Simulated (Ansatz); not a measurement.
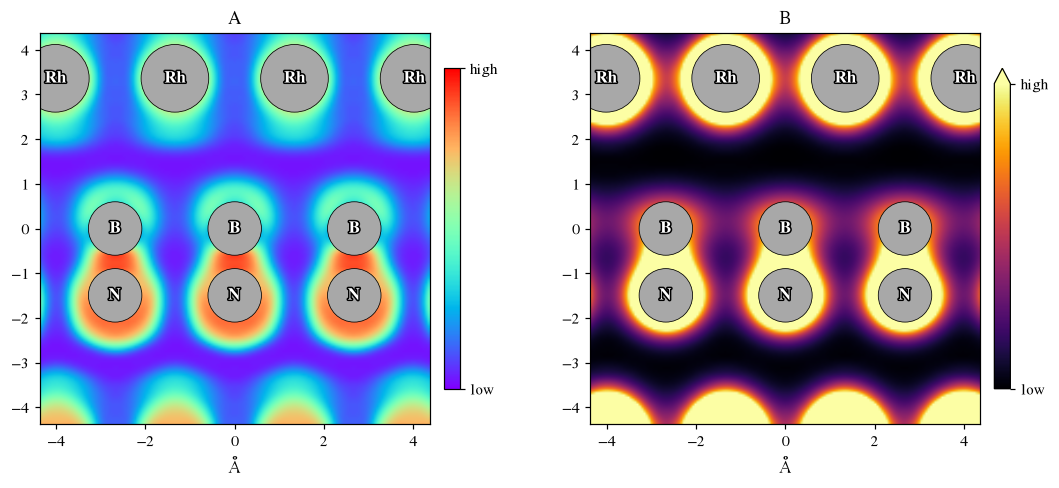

B2RhN3: 2 fields on the (100) plane of the conventional cell, with unlabelled colour scales. Grey discs cover the atomic cores.

Space group P-4m2; a structure from a database of computed crystals, not necessarily the ambient phase; started from the Hf2CuSb3-115 prototype, which need not be the ambient phase; computed without spin polarisation.

Level of theory: DFT, r2SCAN+rVV10, plane waves, PAW in Ansatz 0.2.0.

Q: The panels show electron localisation function and valence pseudo-density in some order. Assign them.

A: Panel A: electron localisation function. Panel B: valence pseudo-density. From the grid: B–N (1.50 Å): ρ at the midpoint is about 1.7 e/Å³; the ELF peaks at about 0.95 between the atoms, as expected for a polar covalent bond.
